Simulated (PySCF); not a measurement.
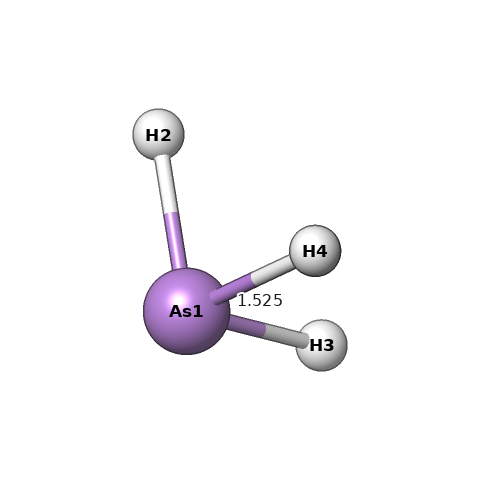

Bond lengths are marked in Å; every bond is drawn as one stick. The geometry was computed by an optimisation with PBE0-D3(BJ)/def2-SVP. No frequency run is at hand to confirm it as a minimum.

### Which of the marked bonds are single, double, triple or aromatic?

As1–H4 single.

### Write the SMILES.

[AsH3]
